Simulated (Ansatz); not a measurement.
**LaBiS2O (P4/nmm): a many-body input that goes wrong, and its mend**

Aim: the G0W0 gap of LaBiS2O (P4/nmm). The first input has a fault.

Main program and level: Ansatz 0.2.0; G0W0 on r2SCAN, plane waves, PAW; PAW set soft_1.

## Step 1: The structure

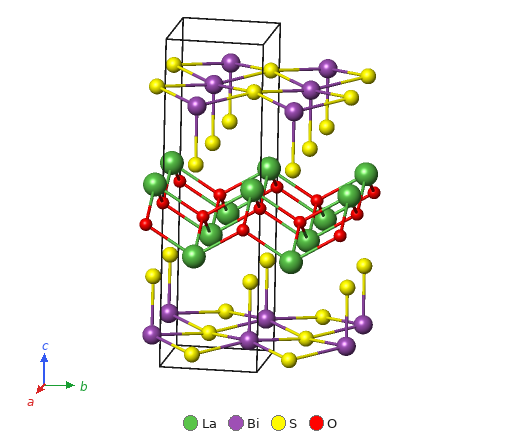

The starting structure, seen slightly off an axis (lanthanum green, bismuth purple, sulfur yellow, oxygen red). 2×2×1 cells are drawn. Some periodic images of atoms are drawn too.

Geometry: measured lattice cell, ions relaxed with r2SCAN; the structure entry is the Materials Project's. The runs that relaxed it are not among those shown. Spin-orbit coupling is left out unless a step names it.

## Step 2: First try

Contents of input.yaml:

```yaml
crystal:
  lattice:
    - [4.0646, 0.0, 0.0]
    - [0.0, 4.0646, 0.0]
    - [0.0, 0.0, 13.8614]
  atoms:
    - { symbol: La, position: [0.5, 0.0, 0.5892440202] }
    - { symbol: La, position: [0.0, 0.5, 0.4107559798] }
    - { symbol: Bi, position: [0.0, 0.5, 0.8700576921] }
    - { symbol: Bi, position: [0.5, 0.0, 0.1299423079] }
    - { symbol: S, position: [0.5, 0.0, 0.8884349997] }
    - { symbol: S, position: [0.0, 0.5, 0.1115650003] }
    - { symbol: S, position: [0.0, 0.5, 0.6909721575] }
    - { symbol: S, position: [0.5, 0.0, 0.3090278425] }
    - { symbol: O, position: [0.0, 0.0, 0.5] }
    - { symbol: O, position: [0.5, 0.5, 0.5] }
kpoints:
  mp_grid: { grid: [4, 4, 2] }
hamiltonian:
  xc: r2scan
  pseudopotentials: { kind: paw, azcp: { folder: soft_1 } }
scf:
  occupations: { method: fixed }
gw:
  n_empty_bands: 372
  ecut_chi: 10
  qp_bands: [v3, c3]
  qp_kpoints: band_edges
  screening: { model: contour_deformation }
```

Run with:

```console
> ansatz run input.yaml --threads 3 --pin off --max-ram 92160MiB --backend cuda --events-out ev --progress --plain --runs-dir out --devices 1 --max-vram 13GiB
```

Numbers of over 12 decimals in the logs are rounded to 6 here.

Log:

```text
GPUs: using 1 of 1 available (devices: 1).
Engine: ansatz 0.2.0, x86_64-unknown-linux-gnu
Pseudopotentials: kind: paw
Pseudopotential: La, paw, valence charge 11, recommended cutoff 500 eV (meta_gga), soft_1/La.paw.azcp
Pseudopotential: Bi, paw, valence charge 15, recommended cutoff 500 eV (meta_gga), soft_1/Bi.paw.azcp
Pseudopotential: S, paw, valence charge 6, recommended cutoff 500 eV (meta_gga), soft_1/S.paw.azcp
Pseudopotential: O, paw, valence charge 6, recommended cutoff 500 eV (meta_gga), soft_1/O.paw.azcp
Functional definition: r2SCAN
  parameter k0 = 0.174
  parameter k1 = 0.065
  parameter a1 = 4.9479
  exchange = r2scan_x(k0 = k0, k1 = k1, a1 = a1)
  correlation = r2scan_c
device memory: the entry about to start is reckoned to put 3.5 GiB on a device that reports 51.0 GiB free (of which the cap on the GPU budget leaves the run 13.0 GiB)
GPU FFT provider: cuFFT
GPU libraries: cuBLAS 13.8.2, cuFFT 12.4.0, cuSOLVER 12.3.4
Crystal: 10 atoms, lattice volume = 229.004 Å³
Basis set: ecut = 500 eV, 5867 PW (Γ), exchange–correlation on 120×120×432 points (64 copies of the dense FFT grid, shifted against one another)
Bands: 54, of which v1, the nominal top of the filled ones, is band 44 counted from 1 (43 counted from 0)
Symmetry: 16 space group operations
Space group: P4/nmm (ITA 129), of the structure as read, at distance tolerance 6.1e-5 Å
k-points: 12 of 32
Non-local potential: La, projectors of the file, l = 0: 3, l = 1: 2, l = 2: 2, l = 3: 3
Non-local potential: Bi, projectors of the file, l = 0: 2, l = 1: 2, l = 2: 2, l = 3: 1
Non-local potential: S, projectors of the file, l = 0: 2, l = 1: 2, l = 2: 1
Non-local potential: O, projectors of the file, l = 0: 2, l = 1: 2, l = 2: 1
PAW form: soft (Blöchl's): semilocal exchange-correlation on the pseudo side does not see the compensation charge
PAW frozen core: La, regenerated for the run's functional (the file was generated under x = pbe(κ = 0.804, μ = 0.219515), c = pbe(β = 0.066725))
PAW frozen core: Bi, regenerated for the run's functional (the file was generated under x = pbe(κ = 0.804, μ = 0.219515), c = pbe(β = 0.066725))
PAW frozen core: S, regenerated for the run's functional (the file was generated under x = pbe(κ = 0.804, μ = 0.219515), c = pbe(β = 0.066725))
PAW frozen core: O, regenerated for the run's functional (the file was generated under x = pbe(κ = 0.804, μ = 0.219515), c = pbe(β = 0.066725))
PAW one-centre angular grid: La, 974 points (default); XC on 160 Gauss nodes
PAW one-centre angular grid: Bi, 590 points (default); XC on 160 Gauss nodes
PAW one-centre angular grid: S, 302 points (default); XC on 160 Gauss nodes
PAW one-centre angular grid: O, 302 points (default); XC on 160 Gauss nodes
Initial density: superposition of atomic densities (chi_scale 0.1, normalization cell, long waves kept (reshape's long-wave potential 0.46 eV rms))
Initial wavefunctions: pseudopotential atomic-orbital guess
GPU buffer pool allocated for 97200 grid points (all kernels)
GPU transforms: local potential and band sums: pruned to the plane-wave sphere, on 30×30×108
Functional: x = r2scan, c = r2scan; τ floored in thin density (d = 2e-4 eV/Å³)
SCF iter   1: F=—  HF=-42131.848466 eV  |F-HF|=—  |Δ(HF+E_count)|=         —  Δρ=3.46e-2  dr2=8.22e0  dr2_τ=1.61e-1  ethr=3.10e-3  ⟨swp⟩=5.3  Hψ=2431  notcnv=0  defer=48
preconditioner: auto → Resta (q_TF=auto, 2.326 Å⁻¹)  ε∞=4.9  [insulator: Δε(μ)=1.234 eV  Ē_g=9.657 eV  n_scr=50 (ndim 8)  ℏωp=19.0 eV  f_vac=0.000  ε∞_Penn≈4.9]
SCF iter   2: F=—  HF=-42131.085753 eV  |F-HF|=—  |Δ(HF+E_count)|=   7.63e-1  Δρ=1.88e-2  dr2=1.70e0  dr2_τ=3.03e-2  ethr=3.10e-3  ⟨swp⟩=4.5  Hψ=1283  notcnv=0  defer=83
SCF iter   3: F=—  HF=-42131.084554 eV  |F-HF|=—  |Δ(HF+E_count)|=   1.20e-3  Δρ=1.33e-2  dr2=3.44e-1  dr2_τ=4.45e-2  ethr=1.94e-3  ⟨swp⟩=5.0  Hψ=1613  notcnv=0  defer=88
[...]
SCF converged after 9 iterations
Free energy (F): -42131.047226 eV
Harris-Foulkes:  -42131.047226 eV  (|F-HF|=3.54e-8)
Internal energy: -42131.047226 eV  (E = F + TS)
E sigma→0 (E₀):  -42131.047226 eV
Fermi energy:    7.769742 eV
--- Per-component energies (eV) ---
  E_band       = -360.076193
  E_kinetic    = 1636.784318
  E_local      = -5104.302303  (includes V_loc(G=0)·N_el)
  E_nonlocal   = 1229.895684
  E_hartree    = 1926.768124
  E_xc         = -1035.068246
  E_vxc        = -1165.322905  (∫ρ·V_xc dr)
  E_paw        = -35047.077071  (= ΣΔE_a)
  E_vpaw       = -875.233880  (= ΣTr[D̂ρ^β])
  E_aug_tail   = 0.000767  (compensation charges beyond the density's cutoff)
  E_vtau       = 64.566136  (kinetic-family band-sum trace: ∫τ·v_τ [+ j·A + Jᵃ·Aᵃ] dr)
  E_ewald      = -5739.432719
  E_core_change = 1.384220  (= ΣΔE_core)
  E_smearing   = -0.000000  (= −TS)
  E_closure    = -0.000000  (closes the sum)
  Σ components = -42131.047226   (vs F -42131.047226, Δ=0.00e0)
--- Band table (eV; the first three rows and the last of 12) ---
  k-point 0: bands = [... 40 lower, 7.2278, 7.2278, 7.6615, 7.6615, 11.6820, 11.9456, 12.0312, 12.2165, ... 6 higher]
  k-point 1: bands = [... 40 lower, 7.2482, 7.4744, 7.6498, 7.6498, 11.7016, 11.7698, 11.9558, 12.1618, ... 6 higher]
  k-point 2: bands = [... 40 lower, 7.0285, 7.1559, 7.4343, 7.5138, 10.5559, 10.8985, 10.9886, 11.2082, ... 6 higher]
  k-point 11: bands = [... 40 lower, 6.6350, 6.6350, 6.8218, 6.8218, 11.9811, 11.9811, 12.6967, 12.6967, ... 6 higher]
--- G₀W₀: contour deformation, 7 samples at zero and on the imaginary axis and 1 off it, 32 q-points, 372 empty bands' worth ---
  eigenvalues of the whole cell's RPA ε∞ on this k-mesh (on a slab, of 1 + 4πα/V) = 7.0637, 20.7254, 20.7254; static W/v taken at q = 0 is 0.032898
  gw.qp_kpoints: band_edges: 8 of 12 stored k-points solved, in 1 pass; an edge of the gap read off the rows below is read off those points alone
    valence top: of the k-points left out ik 9 came nearest to being solved in a further pass, in band 44 (counted from 1, as in the quasiparticle table): it holds the edge there only if its correction is more favourable than any solved in that band by at least 0.678 eV; those differ by 0.593 eV
    conduction bottom: of the k-points left out ik 9 came nearest to being solved in a further pass, in band 45 (counted from 1, as in the quasiparticle table): it holds the edge there only if its correction is more favourable than any solved in that band by at least 2.337 eV; those differ by 1.697 eV
  `?` marks the rows in doubt; gw_qp.tsv's column doubts and the gw_qp event give each row's grounds
    ik  band        ε_KS         Σx   Σc(E_QP)       V_xc       Z   E_QP_lin       E_QP  E_QP is
     0    42      7.2278   -18.1866     2.9778   -15.3138  0.7752     7.3324     7.3328  root
     0    43      7.6615   -20.5086     3.1203   -17.3274  0.7854     7.6005     7.6007  root
     0    44      7.6615   -20.5086     3.1203   -17.3274  0.7854     7.6005     7.6007  root
     0    45     11.6820    -9.9001    -4.5657   -16.6301  0.7897    13.8964    13.8463  root
     0    46     11.9456    -8.5047    -3.7774   -13.2359  0.7907    12.9501    12.8995  root
     0    47     12.0312    -9.9503    -3.5974   -14.5175  0.7863    13.0568    13.0010  root
     1    42      7.4744   -19.6385     2.6508   -17.1724  0.7891     7.6582     7.6591  root
     1    43      7.6498   -20.5529     3.1344   -17.3468  0.7853     7.5779     7.5781  root
     1    44      7.6498   -20.5529     3.1344   -17.3468  0.7853     7.5779     7.5781  root
     1    45     11.7016   -10.1691    -4.6265   -17.0786  0.7889    14.0300    13.9846  root
     1    46     11.7698    -8.1296    -3.5341   -12.3139  0.7958    12.4357    12.4200  root
     1    47     11.9558   -10.1216    -3.6949   -15.0364  0.7866    13.2364    13.1756  root
     2    42      7.1559   -18.2656     3.0371   -15.3396  0.7728     7.2666     7.2670  root
     2    43      7.4343   -19.7923     3.0476   -16.7589  0.7814     7.4485     7.4485  root
[...]
2    47     10.9886   -10.0067    -3.2089   -13.9852  0.7794    11.7865    11.7582  root ?
[...]
3    47     10.9805   -10.0607    -3.1948   -14.0537  0.7788    11.7907    11.7787  root ?
[...]
7    43      7.2244   -17.4641     2.4144   -15.3815  0.7807     7.5535     7.5563  root
     7    44      7.3263   -18.4908     2.3814   -16.3753  0.7873     7.5905     7.5922  root
     7    45      9.6345   -10.3792    -2.7255   -13.8518  0.7958    10.4045    10.3816  root
     7    46      9.8575   -10.8925    -2.7226   -14.3874  0.7916    10.6652    10.6298  root
     7    47     11.7214    -9.4206    -3.5022   -13.8334  0.7925    12.6737    12.6320  root
```

Wall time 48 s (1 × NVIDIA H100 80GB HBM3 (shared by 6 runs) with 3 threads of AMD EPYC 7R13 (Zen 3), shared host); peak memory 2.1 GiB; 79 s of CPU time.

**Diagnosis.**

The run ended normally, though the input holds a fault or crude settings.

The fault: screening cutoff of 10 eV. Nearly all local fields and short-range correlation are left out.

It printed a gap of 1.21 eV, which is an artefact of the settings.

## Step 3: A better input

Now the one-shot GW correction: screening in the RPA, then the self-energy of the levels asked for. This step takes PAW set soft_1 files.

input.yaml: that of step 2 with these lines changed.

```diff
@@ -24,4 +24,4 @@
 gw:
-  n_empty_bands: 372
-  ecut_chi: 10
+  n_empty_bands: 443
+  ecut_chi: 90
   qp_bands: [v3, c3]
```

Log:

```text
GPUs: using 1 of 1 available (devices: 1).
[...]
GPU FFT provider: cuFFT
GPU libraries: cuBLAS 13.8.2, cuFFT 12.4.0, cuSOLVER 12.3.4
Crystal: 10 atoms, lattice volume = 229.004 Å³
Basis set: ecut = 500 eV, 5867 PW (Γ), exchange–correlation on 120×120×432 points (64 copies of the dense FFT grid, shifted against one another)
Bands: 54, of which v1, the nominal top of the filled ones, is band 44 counted from 1 (43 counted from 0)
[... 1 set-up line as in the run before ...]
[...]
k-points: 12 of 32
[...]
GPU buffer pool allocated for 97200 grid points (all kernels)
[...]
SCF iter   1: F=—  HF=-42131.848466 eV  |F-HF|=—  |Δ(HF+E_count)|=         —  Δρ=3.46e-2  dr2=8.22e0  dr2_τ=1.61e-1  ethr=3.10e-3  ⟨swp⟩=5.3  Hψ=2431  notcnv=0  defer=48
[...]
0    42      7.2278   -18.1866     2.6351   -15.3138  0.7214     6.9879     6.9901  root
     0    43      7.6615   -20.5086     3.0891   -17.3274  0.7269     7.5691     7.5694  root
     0    44      7.6615   -20.5086     3.0891   -17.3274  0.7269     7.5691     7.5694  root
     0    45     11.6820    -9.9001    -5.4847   -16.6301  0.7594    12.9863    12.9272  root
     0    46     11.9456    -8.5047    -4.2787   -13.2359  0.7633    12.4056    12.3981  root
     0    47     12.0312    -9.9503    -4.0507   -14.5175  0.7532    12.5590    12.5477  root
     1    42      7.4744   -19.6385     2.4238   -17.1724  0.7348     7.4320     7.4321  root
     1    43      7.6498   -20.5529     3.1118   -17.3468  0.7268     7.5552     7.5555  root
[...]
7    44      7.3263   -18.4908     2.0491   -16.3753  0.7365     7.2598     7.2599  root
     7    45      9.6345   -10.3792    -3.2581   -13.8518  0.7605     9.8504     9.8490  root
     7    46      9.8575   -10.8925    -3.2481   -14.3874  0.7533    10.1062    10.1043  root
     7    47     11.7214    -9.4206    -3.9748   -13.8334  0.7610    12.1661    12.1594  root
[key lines of the parts left out:]
SCF converged after 9 iterations
Free energy (F): -42131.047226 eV
Fermi energy:    7.769742 eV
```

Wall time 35 s (1 × NVIDIA H100 80GB HBM3 (shared by 6 runs) with 3 threads); peak memory 2.5 GiB.

This step gave:

- bands summed: 487
- RPA ε∞ on this mesh (eigenvalues): 6.363, 19.38, 19.38
- plane waves in the screening matrix: 433
- q-points in the mesh: 32
- G0W0 gap on the mesh: 1.303 eV
- k of the valence top: 0, -0.5, 0
- k of the conduction bottom: 0, -0.5, 0
- starting gap on the mesh: 1.137 eV
- Z at the valence top: 0.7449
- Z at the conduction bottom: 0.7652
- least direct G0W0 gap on the computed points: 1.303 eV

The gap on the mesh goes from 1.14 eV to 1.30 eV, a correction of +0.17 eV. Between the two edge states, bare exchange in place of the xc potential would open the gap by 4.46 eV, and correlation takes back 4.30 eV.

## Step 4: Results

```
first try  : converged after 48 s
better run : G0W0 gap on the mesh 1.30 eV (4×4×2 mesh, 443 empty bands, screening to 90 eV, PAW set soft_1 files)
```

What this shows: The second run differs in: empty bands and screening cutoff (eV). Bands and cutoff are finite, so the gap is not at the basis limit. The miss can reach some tenths of an eV and take either sign; the mesh is an error of its own. The 4×4×2 mesh is coarse for this cell (its supercell is 16 Å along the shortest edge). The RPA ε∞ on it, from the r2SCAN start, is 6.36 and 19.38; such meshes misread the long-range screening, most where the gap is narrow. Where an edge is built on 6p states of lead, bismuth or thallium, scalar-relativistic gaps usually stand too wide, by a few tenths to over one eV. Empty 4f levels lie among the conduction bands. Their place in the start is unsure; it enters the screening, and the edge itself where they lie low. The many-body steps are scalar-relativistic: spin-orbit coupling is not in them.

[Paths, hosts, dates, memory and timing lines, banners, echoed tables and standing remarks are left out of the program output.]

[Logs are printed without paths, hosts, clocks, repeated set-up lines and the standing remarks that a program may print on its own settings, such as how far it seeks lower states.]

[Runs of the session that timed out or met a known fault of the program may be left out.]

[Cells called generated may have been cut or substituted from an entry of the Crystallography Open Database or the Materials Project.]

[Hosts, paths, dates, database ids (printed as entryN), source tags and the programs' standing remarks are cut or masked in the printed files.]
